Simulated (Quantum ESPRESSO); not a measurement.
Density of states of Zr3AlN4 (P4/mmm, 8 atoms in the cell).

```
Zr3AlN4
1.0
    3.24513     0.00000     0.00000
    0.00000     3.24513     0.00000
    0.00000     0.00000     9.06083
Zr Al N
3 1 4
Cartesian
  1.62257   1.62257   6.80785
  1.62257   1.62257   2.25298
  0.00000   0.00000   4.53041
  0.00000   0.00000   0.00000
  0.00000   0.00000   2.03986
  0.00000   0.00000   7.02096
  1.62257   1.62257   0.00000
  1.62257   1.62257   4.53041
```

Level of theory: PBEsol, GBRV 1.5 ultrasoft (PBESOL) pseudopotentials (plane waves; Quantum ESPRESSO).

SCF settings: ecutwfc = 40 Ry; ecutrho = 320 Ry; occupations = smearing; smearing = mp; degauss = 0.0147 Ry; potentials = {Zr: zr_pbesol_v1.uspp.F.UPF, Al: al_pbesol_v1.uspp.F.UPF, N: n_pbesol_v1.2.uspp.F.UPF}; K_POINTS = automatic 7 7 3 0 0 0; conv_thr = 1e-11 Ry; mixing_beta = 0.7. Keys of the DOS step: nscf.calculation = nscf; nscf.occupations = tetrahedra_opt; nscf.nbnd = 40; nscf.startingwfc = random; nscf.diago_thr_init = 1e-06; nscf.diagonalization = cg; nscf.K_POINTS = automatic 14 14 6 0 0 0; dos.x.fildos = dos.dat; dos.x.Emin = -15 eV; dos.x.Emax = 30 eV; dos.x.DeltaE = 0.1 eV.

The starting cell comes from a database of computed structures (which also holds hypothetical and non-ambient phases and stackings), without a prior relaxation at this level. Its lattice was rescaled by a random factor within 2.5 % of one.

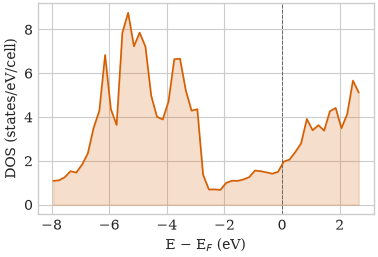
Fig. 1. Total density of states, both spins summed.

Total DOS (both spins), as means of the tabulated values in each energy bin; the zero is the program's Fermi level or highest filled level, and the curve is cut to this window:

```
E (eV) | states/eV/cell
    -7.80 | #### 1.10
    -7.40 | ##### 1.39
    -7.00 | ###### 1.65
    -6.60 | ########### 2.92
    -6.20 | #################### 5.56
    -5.80 | ############## 4.00
    -5.40 | ############################## 8.31
    -5.00 | ########################### 7.54
    -4.60 | ###################### 6.09
    -4.20 | ############## 3.95
    -3.80 | #################### 5.67
    -3.40 | ##################### 5.94
    -3.00 | ################ 4.33
    -2.60 | #### 1.03
    -2.20 | ## 0.68
    -1.80 | #### 1.04
    -1.40 | #### 1.12
    -1.00 | ##### 1.41
    -0.60 | ##### 1.50
    -0.20 | ##### 1.46
     0.20 | ####### 2.01
     0.60 | ######### 2.60
     1.00 | ############# 3.65
     1.40 | ############# 3.50
     1.80 | ################ 4.34
     2.20 | ############## 3.81
```

Around zero the curve holds about 1.7 states/eV/cell.
